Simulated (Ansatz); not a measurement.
Two G0W0 runs on Diamond (Fd-3m, 2 atoms a cell).

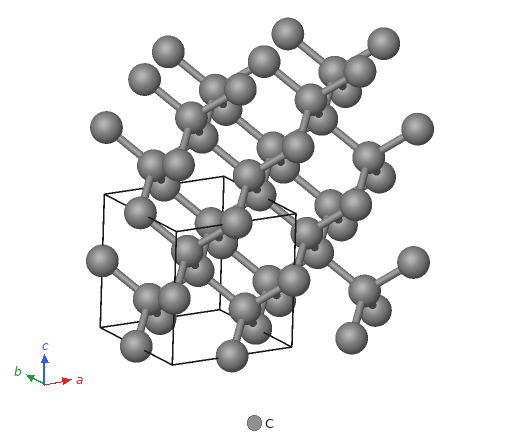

The structure (carbon grey). 2×1×2 conventional cells are drawn. Some periodic images of atoms are drawn too.

```yaml
crystal:
  lattice:
    - [0.00000, 1.78337, 1.78337]
    - [1.78337, 0.00000, 1.78337]
    - [1.78337, 1.78337, 0.00000]
  atoms:
    - { symbol: C, position: [0.00000, 0.00000, 0.00000] }
    - { symbol: C, position: [0.25000, 0.25000, 0.25000] }
```

The cell and positions come from the Crystallography Open Database and are kept as given unless a step says otherwise.

The first (Ansatz 0.2.0; start PBE, 12×12×12 mesh, 190 empty bands, screening to 380 eV, hard PAW files; 1 × NVIDIA H100 80GB HBM3 (shared by 3 runs) with 4 threads of AMD EPYC 7R13 (Zen 3), shared host) gave, on its mesh: starting gap 4.16 eV, G0W0 gap 5.62 eV, RPA ε∞ (mean) 5.53, 1.8 min.

The second gave: starting gap 4.16 eV, G0W0 gap 5.64 eV, RPA ε∞ (mean) 5.53, 2.7 min.

Q: What was changed in the input? Choose among start, files, mesh, bands and cutoff, frequency model or another key.

Changed: empty bands from 190 to 305 and screening cutoff (eV) from 380 to 520. The starting gap stayed, which rules out the functional and points to the GW step. Other changes could give like numbers; this is the one that was made.

Limits: not at the basis limit.

[Paths, hosts, dates, memory and timing lines, banners, echoed tables and standing remarks are left out of the program output.]

[Logs are printed without paths, hosts, clocks, repeated set-up lines and the standing remarks that a program may print on its own settings, such as how far it seeks lower states.]

[Runs of the session that timed out or met a known fault of the program may be left out.]

[Cells called generated may have been cut or substituted from an entry of the Crystallography Open Database or the Materials Project.]

[Hosts, paths, dates, database ids (printed as entryN), source tags and the programs' standing remarks are cut or masked in the printed files.]
